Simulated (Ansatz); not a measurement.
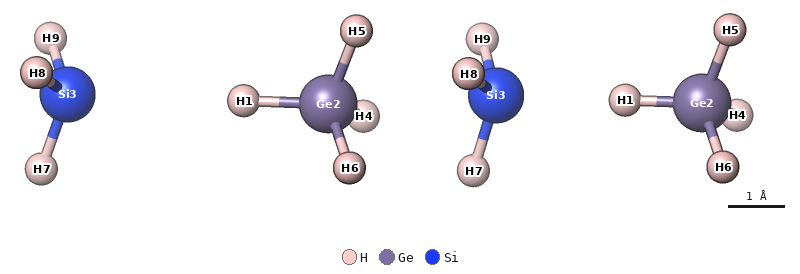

Two geometries of GeSiH$_{7}$ (multiplicity 2) (started from a transition state, displaced along its imaginary mode), drawn at one scale. One is the start of a relaxation, the other its converged end. Style: ball-and-stick. Shown at a tilt.

The calculation used UKS PBE0-D4/def2-TZVP in Ansatz. (force threshold 0.005 eV/Å; at most 200 steps)

Which geometry has the lower energy?

Answer. The left one is the relaxed one. The largest moves after the best rigid fit, 0.58 Å, are those of H7, H8 and H9. By element the largest moves are H 0.58 Å, Si 0.52 Å, Ge 0.48 Å. Some distances before and after: H1–Ge2 1.397 → 1.537 Å, Si3–H7 1.478 → 1.486 Å. Bond angles that change, for instance: H7–Si3–H8 113.3° → 111.2°. After 6 geometry steps the energy has fallen by 34.6 kJ/mol. The largest force component goes from 2.9 to 0.0037 eV/Å. The run took 18 s on 4 threads of Intel Xeon Platinum 8259CL @ 2.50GHz (shared host).

Limits of the set-up: the start holds two separate molecules, 2.3 Å apart at their closest, whose relative position is a soft coordinate.
